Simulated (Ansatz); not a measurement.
Geometry relaxation of C2H8FOPSi (part 2 of 2)

Continued. System: C2H8FOPSi, SMILES CO[SiH](P)CF. Method: RKS PBE0-D4/def2-SVP (Ansatz 0.2.0). It belongs to a series of runs on one base structure; here: end point A relaxed.

Geometry of the input (Å):
```
C  -0.0872  -1.5391  1.6435
O  -0.8041  -1.0066  0.4762
Si -0.0105  0.0465  -0.5386
P  -1.2564  0.4598  -2.2536
C  0.5223  1.6343  0.2376
F  1.3881  1.4130  1.2786
H  0.8113  -2.0257  1.3717
H  -0.7649  -2.1855  2.1253
H  0.0872  -0.6674  2.3788
H  1.1984  -0.6689  -1.0620
H  -1.4027  -0.8802  -2.7058
H  -0.3140  0.8701  -3.1462
H  -0.3841  2.2060  0.6575
H  1.0036  2.3145  -0.4341
```

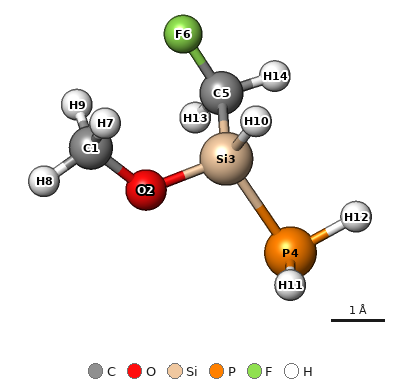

*The geometry at step 6 of the log (ball-and-stick view, seen at a tilt; atoms are numbered from 1 in the order of the input).*

```
mean field -24110.34147344 eV, -886.0387065724 hartree, gradient 9.7e-6 eV, S^2 0.000000; 1 other end points of the search recorded, 0 dependent functions left out
the calculation of the forces begins
reference -24110.34150190 eV, -886.0387076183 hartree; 33, 33 occupied and 99, 99 virtual orbitals, 1392 factors
Total energy: -24110.62099393 eV, -886.0489787609 hartree
Atom 0 at    -0.144554    -1.506829     1.640272 Å, force     0.003943    -0.011370     0.006747 eV/Å
Atom 1 at    -0.723254    -0.970883     0.477330 Å, force    -0.001125    -0.001426    -0.000875 eV/Å
Atom 2 at     0.080488     0.020233    -0.587166 Å, force     0.002829    -0.003810    -0.000084 eV/Å
Atom 3 at    -1.397167     0.432433    -2.240809 Å, force     0.003007    -0.001822    -0.007246 eV/Å
Atom 4 at     0.515560     1.666097     0.250351 Å, force    -0.005961    -0.001129     0.004402 eV/Å
Atom 5 at     1.426650     1.435119     1.269709 Å, force     0.001068    -0.000170    -0.000789 eV/Å
Atom 6 at     0.704165    -2.174752     1.403137 Å, force    -0.007361     0.006492     0.002784 eV/Å
Atom 7 at    -0.906251    -2.098575     2.170274 Å, force     0.006383     0.007039    -0.002747 eV/Å
Atom 8 at     0.222745    -0.717603     2.318551 Å, force    -0.000567    -0.002839    -0.002044 eV/Å
Atom 9 at     1.355531    -0.629157    -1.030310 Å, force    -0.001596     0.000765    -0.001555 eV/Å
Atom 10 at    -1.328454    -0.906879    -2.732310 Å, force    -0.001394     0.003441     0.000875 eV/Å
Atom 11 at    -0.376236     0.900840    -3.127548 Å, force    -0.001595     0.001283     0.003607 eV/Å
Atom 12 at    -0.391524     2.128942     0.679346 Å, force     0.000153     0.002541    -0.001312 eV/Å
Atom 13 at     0.949302     2.391813    -0.461929 Å, force     0.002216     0.001004    -0.001763 eV/Å
Dipole moment:     0.106491    -0.026567    -0.102668 e Å
```

Trajectory as extended XYZ (Å, eV, eV/Å), 8 of the 10 frames kept, from step=1 to step=10:
```
14
Properties=species:S:1:pos:R:3:forces:R:3 step=1 energy=-24110.07700
C    -0.0872   -1.5391    1.6435   -1.5503   3.8326  -0.3311
O    -0.8041   -1.0066    0.4762    0.7741  -0.2964   1.0614
Si   -0.0105    0.0465   -0.5386    1.1207  -1.5698  -0.1468
P    -1.2564    0.4598   -2.2536   -2.8167   0.1989   0.0818
C     0.5223    1.6343    0.2376   -1.6154   1.0171   1.7000
F     1.3881    1.4130    1.2786    0.3840  -0.2912   0.4785
H     0.8113   -2.0257    1.3717    1.4098  -0.6793  -0.4037
H    -0.7649   -2.1855    2.1253   -0.9672  -1.3210   0.7008
H     0.0872   -0.6674    2.3788    0.1851  -1.2073  -0.9565
H     1.1984   -0.6689   -1.0620    0.2582   0.0516   0.2762
H    -1.4027   -0.8802   -2.7058    0.2105  -0.0325   0.0010
H    -0.3140    0.8701   -3.1462    1.3064   0.2723  -0.8635
H    -0.3841    2.2060    0.6575    0.8713  -0.6462  -0.5381
H     1.0036    2.3145   -0.4341    0.4294   0.6712  -1.0600
14
Properties=species:S:1:pos:R:3:forces:R:3 step=2 energy=-24110.50858
C    -0.1194   -1.5017    1.6147   -0.7600   1.2876  -0.5495
O    -0.7856   -0.9820    0.4446    0.6084  -0.2960   0.8458
Si    0.0624    0.0038   -0.5958   -0.2557  -0.3565   0.1016
P    -1.4079    0.5161   -2.2236    0.2857  -0.1332   0.1905
C     0.5094    1.6303    0.2201   -0.4697   0.5002   0.4771
F     1.3771    1.4158    1.2730    0.1378  -0.0558   0.1874
H     0.8035   -2.0071    1.3338    0.3932  -0.3052   0.0034
H    -0.8110   -2.1888    2.0948   -0.1441  -0.3936   0.1903
H     0.1131   -0.6798    2.3342   -0.0017  -0.3570  -0.3201
H     1.3599   -0.6867   -0.9558   -0.2622   0.1190  -0.1338
H    -1.4406   -0.8496   -2.6385   -0.0023   0.0081  -0.1403
H    -0.2493    0.8253   -2.9938   -0.0365   0.0688  -0.4144
H    -0.4067    2.1507    0.6044    0.3628  -0.2957  -0.1588
H     0.9822    2.3246   -0.4833    0.1442   0.2093  -0.2792
14
Properties=species:S:1:pos:R:3:forces:R:3 step=4 energy=-24110.57727 accepted=F
C    -0.1245   -1.5012    1.6380    0.0719  -0.0045   0.0433
O    -0.6998   -0.9609    0.4766   -0.2441  -0.3130   0.3311
Si    0.1153    0.0011   -0.5862   -0.7109   0.4017  -0.1643
P    -1.3624    0.4927   -2.2360    0.0798  -0.0210   0.0985
C     0.4901    1.6622    0.2531    0.3847  -0.0092  -0.0685
F     1.3713    1.4689    1.3072   -0.0117   0.0043   0.0490
H     0.7521   -2.1356    1.4094   -0.0190  -0.0201  -0.0456
H    -0.8701   -2.1276    2.1494   -0.0281   0.0098  -0.0073
H     0.2137   -0.7147    2.3342   -0.0412   0.0231   0.0040
H     1.2965   -0.7438   -1.0567    0.5110   0.0372  -0.0791
H    -1.4060   -0.8525   -2.7110    0.0252  -0.0127  -0.0232
H    -0.3094    0.8741   -3.1263   -0.0148  -0.0060  -0.0464
H    -0.4315    2.1405    0.6395    0.0307  -0.1659  -0.0994
H     0.9518    2.3677   -0.4624   -0.0336   0.0761   0.0079
14
Properties=species:S:1:pos:R:3:forces:R:3 step=5 energy=-24110.61602
C    -0.1332   -1.4965    1.6435   -0.0822   0.0712  -0.1112
O    -0.7446   -0.9832    0.4813    0.0786   0.0589  -0.0120
Si    0.0630    0.0102   -0.5849    0.0517  -0.1158   0.0462
P    -1.3809    0.4872   -2.2523    0.0629  -0.0294  -0.0899
C     0.5153    1.6466    0.2552   -0.0179   0.0952   0.0164
F     1.4091    1.4211    1.2896   -0.0017  -0.0223  -0.0111
H     0.7791   -2.0703    1.3997    0.0011  -0.0317   0.0299
H    -0.8467   -2.1686    2.1426    0.0196  -0.0141   0.0089
H     0.1474   -0.6925    2.3454    0.0028  -0.0148  -0.0001
H     1.3322   -0.6579   -1.0268   -0.0426   0.0229   0.0040
H    -1.4088   -0.8627   -2.7187   -0.0161  -0.0037   0.0233
H    -0.3190    0.8497   -3.1489   -0.0756   0.0041   0.0905
H    -0.3923    2.1285    0.6643    0.0220  -0.0141  -0.0058
H     0.9665    2.3591   -0.4609   -0.0026  -0.0064   0.0110
14
Properties=species:S:1:pos:R:3:forces:R:3 step=6 energy=-24110.62003
C    -0.1408   -1.5021    1.6398    0.0134  -0.0002   0.0210
O    -0.7316   -0.9751    0.4789    0.0080   0.0088  -0.0383
Si    0.0753    0.0139   -0.5867   -0.0256   0.0283   0.0187
P    -1.3869    0.4589   -2.2483    0.0128  -0.0149   0.0148
C     0.5133    1.6583    0.2535    0.0161   0.0134  -0.0402
F     1.4240    1.4312    1.2731   -0.0002  -0.0060   0.0138
H     0.7380   -2.1302    1.4026   -0.0141  -0.0014   0.0043
H    -0.8813   -2.1303    2.1567   -0.0028  -0.0063   0.0003
H     0.1883   -0.7068    2.3307   -0.0003  -0.0041  -0.0051
H     1.3469   -0.6417   -1.0298    0.0001  -0.0003   0.0009
H    -1.3729   -0.8880   -2.7229    0.0071   0.0027  -0.0038
H    -0.3418    0.8752   -3.1336   -0.0146  -0.0047   0.0032
H    -0.3927    2.1279    0.6779    0.0023  -0.0143   0.0030
H     0.9493    2.3794   -0.4630   -0.0022  -0.0009   0.0074
14
Properties=species:S:1:pos:R:3:forces:R:3 step=7 energy=-24110.62060
C    -0.1439   -1.5050    1.6383    0.0308  -0.0185   0.0422
O    -0.7263   -0.9720    0.4762   -0.0019  -0.0174   0.0027
Si    0.0799    0.0181   -0.5869   -0.0267   0.0401  -0.0018
P    -1.3903    0.4465   -2.2443   -0.0107  -0.0119   0.0216
C     0.5148    1.6644    0.2521    0.0019  -0.0108  -0.0242
F     1.4286    1.4358    1.2689    0.0045  -0.0007   0.0119
H     0.7205   -2.1548    1.4036   -0.0278   0.0203  -0.0043
H    -0.8956   -2.1157    2.1612    0.0019   0.0123  -0.0111
H     0.2045   -0.7133    2.3246   -0.0077  -0.0135  -0.0148
H     1.3519   -0.6340   -1.0304    0.0178  -0.0061  -0.0036
H    -1.3556   -0.8982   -2.7241    0.0066   0.0032  -0.0004
H    -0.3555    0.8821   -3.1296    0.0099   0.0078  -0.0214
H    -0.3921    2.1273    0.6818    0.0016  -0.0044  -0.0002
H     0.9460    2.3897   -0.4625   -0.0002  -0.0003   0.0034
14
Properties=species:S:1:pos:R:3:forces:R:3 step=9 energy=-24110.62081
C    -0.1453   -1.5069    1.6392    0.0011  -0.0167   0.0054
O    -0.7225   -0.9694    0.4763   -0.0021   0.0002   0.0089
Si    0.0819    0.0226   -0.5865    0.0075  -0.0324  -0.0135
P    -1.3975    0.4277   -2.2400    0.0017   0.0166  -0.0168
C     0.5174    1.6680    0.2513   -0.0176   0.0032   0.0125
F     1.4285    1.4367    1.2706   -0.0006  -0.0026  -0.0087
H     0.7018   -2.1767    1.4015   -0.0075   0.0085   0.0059
H    -0.9087   -2.0975    2.1684    0.0115   0.0111  -0.0023
H     0.2235   -0.7186    2.3177   -0.0011  -0.0058  -0.0011
H     1.3573   -0.6269   -1.0289   -0.0003   0.0027  -0.0008
H    -1.3305   -0.9110   -2.7340    0.0097   0.0084   0.0121
H    -0.3786    0.8990   -3.1278   -0.0075  -0.0018   0.0031
H    -0.3902    2.1290    0.6813    0.0009   0.0070  -0.0022
H     0.9500    2.3949   -0.4602    0.0042   0.0014  -0.0025
14
Properties=species:S:1:pos:R:3:forces:R:3 step=10 energy=-24110.62096
C    -0.1446   -1.5068    1.6403    0.0039  -0.0114   0.0067
O    -0.7233   -0.9709    0.4773   -0.0011  -0.0014  -0.0009
Si    0.0805    0.0202   -0.5872    0.0028  -0.0038  -0.0001
P    -1.3972    0.4324   -2.2408    0.0030  -0.0018  -0.0072
C     0.5156    1.6661    0.2504   -0.0060  -0.0011   0.0044
F     1.4266    1.4351    1.2697    0.0011  -0.0002  -0.0008
H     0.7042   -2.1748    1.4031   -0.0074   0.0065   0.0028
H    -0.9063   -2.0986    2.1703    0.0064   0.0070  -0.0027
H     0.2227   -0.7176    2.3186   -0.0006  -0.0028  -0.0020
H     1.3555   -0.6292   -1.0303   -0.0016   0.0008  -0.0016
H    -1.3285   -0.9069   -2.7323   -0.0014   0.0034   0.0009
H    -0.3762    0.9008   -3.1275   -0.0016   0.0013   0.0036
H    -0.3915    2.1289    0.6793    0.0002   0.0025  -0.0013
H     0.9493    2.3918   -0.4619    0.0022   0.0010  -0.0018
```

Results in brief:

| quantity | value |
| --- | --- |
| outcome | converged |
| total energy | −24110.6210 eV |
| mean-field energy | −24110.3415 eV |
| largest force (length of the vector) at the end | 0.014 eV/Å |
| hardware | 2 threads of Arm Neoverse V1, 24 GiB of memory available, shared host |
| wall time | 55 s (CPU time 1.8 min) |
| peak memory | 0.34 GiB |
